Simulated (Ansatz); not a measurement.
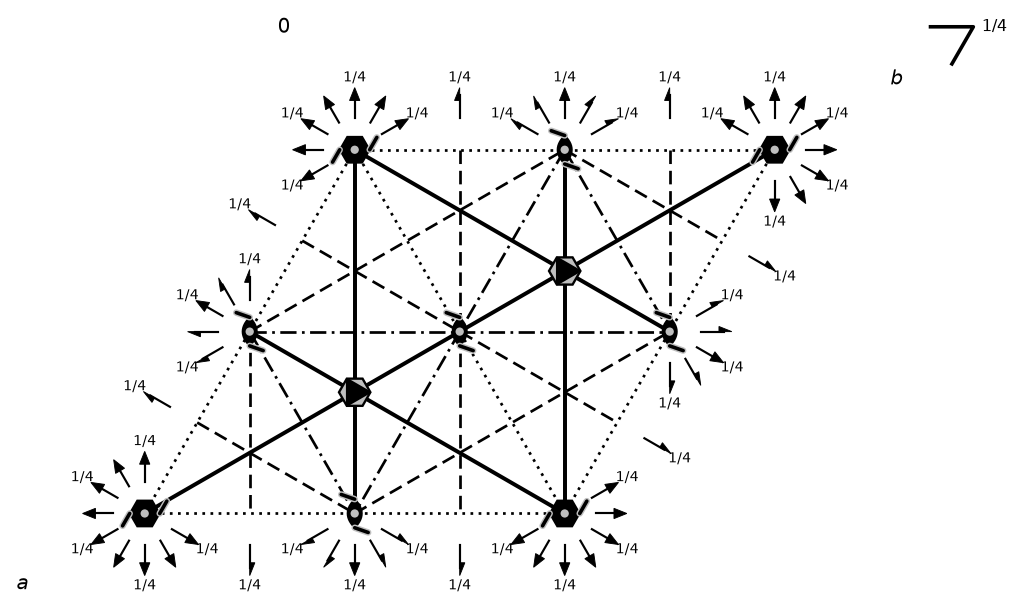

Symmetry elements of a space group, projected down c, computed from the operations of a computed or model structure of composition C.

Symbols follow the International Tables: origin at the upper left, the third axis towards the viewer; heavy, dashed, dotted, dash-dotted and dash-dot-dot lines are mirror, in-plane glide, out-of-plane glide, diagonal (n; with arrows d) and double (e) glide planes seen edge on; arrows at the rim are 2 (full head) and 2₁ (half head) axes in the plane; the corner sign is a plane parallel to the page; fractions are heights. Handed screw axes carry their printed symbol instead of tails.

### Identify the space group.

No. 194, P6₃/mmc; primitive hexagonal, point group 6/mmm, 24 general positions a cell.

### List the elements shown.

−6 axes along c at (1/3, 2/3), (2/3, 1/3); 6₃ axes along c at (0, 0); 2₁ axes along c at (0, 1/2), (1/2, 0), (1/2, 1/2); inversion centres at (0, 0), (0, 1/2), (1/2, 0), (1/2, 1/2); mirror planes holding c and [1 2 0] or [2 1 0] or [−1 1 0]; in-plane glide planes holding c and [1 2 0] or [2 1 0] or [−1 1 0]; c glide planes normal to a*, at x = 0; n glide planes normal to a*, at x = 1/2; c glide planes normal to b*, at y = 0; n glide planes normal to b*, at y = 1/2; c glide planes holding c and [1 1 0]; diagonal glide planes holding c and [1 1 0]; a mirror plane normal to c at height 1/4; 2 axes along [1 1 0] at height 0; 2 axes along [1 2 0] at height 1/4; 2 axes along [2 1 0] at height 1/4; 2 axes along [−1 1 0] at height 1/4; 2 axes along a at height 0; 2 axes along b at height 0; 2₁ axes along [1 1 0] at height 0; 2₁ axes along [1 2 0] at height 1/4; 2₁ axes along [2 1 0] at height 1/4; 2₁ axes along [−1 1 0] at height 1/4; 2₁ axes along a at height 0; 2₁ axes along b at height 0. Heights repeat every half period; positions are (a, b) fractions, modulo 1.
